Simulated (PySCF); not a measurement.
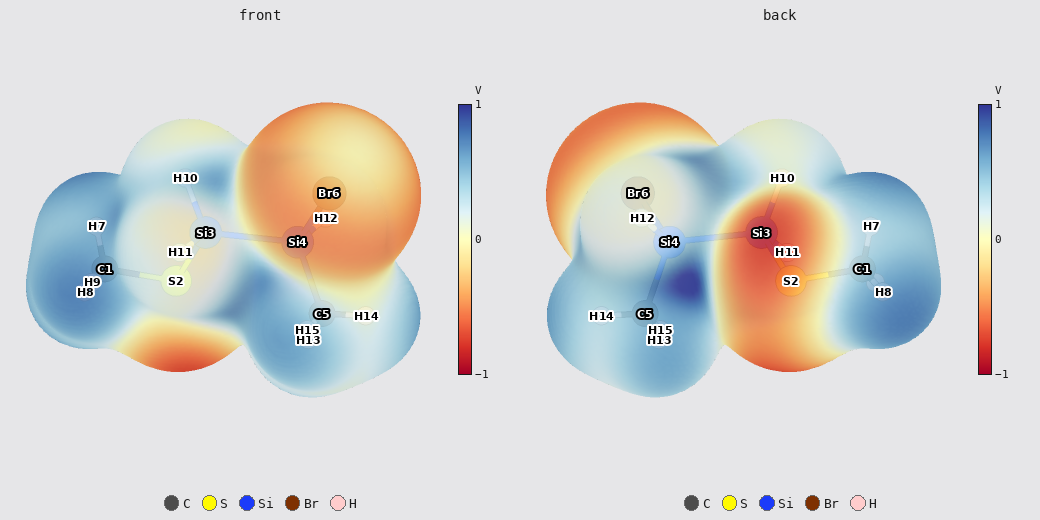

*C2H9BrSSi2. The molecular electrostatic potential painted on the density surface at 0.001 e/bohr³, seen from the front and from behind; red is negative and blue positive.*

Geometry: GFN2-xTB.

These are results of CAM-B3LYP/def2-SVPD, SCF density, gas phase in PySCF, not measurements.

Input

```
{"job": {"kind": "uv", "xc": "CAM-B3LYP", "basis": "def2-SVPD", "nstates": 8, "ntriplets": 3}, "charge": 0, "multiplicity": 1}
C      3.154849     0.445577     0.372827
S      1.572808     0.657868    -0.482202
Si     0.404532    -0.798577     0.573174
Si    -1.677527    -0.689292    -0.405944
C     -2.538077     0.990272    -0.217647
Br    -2.935279    -2.172908     0.716008
H      3.508729    -0.571756     0.235540
H      3.852660     1.146713    -0.073412
H      3.029541     0.665125     1.428770
H      1.101519    -2.080056     0.441667
H      0.456744    -0.436086     1.993141
H     -1.798763    -1.167486    -1.783570
H     -1.981942     1.762133    -0.742847
H     -3.549280     0.973523    -0.618193
H     -2.604930     1.282940     0.828535
```

Command:

```sh
OMP_NUM_THREADS=1 python probes_run.py task.json out
```

Question: Which sites attract a positive test charge, and which a negative one?

Answer: A positive charge is drawn to the negative regions and a negative charge to the positive ones. The most negative region (about −0.7 V) lies over S2, the most positive (about +0.9 V) over Si4.

Question: What dipole moment does the calculation give?

Answer: Its dipole moment is 1.91 D.
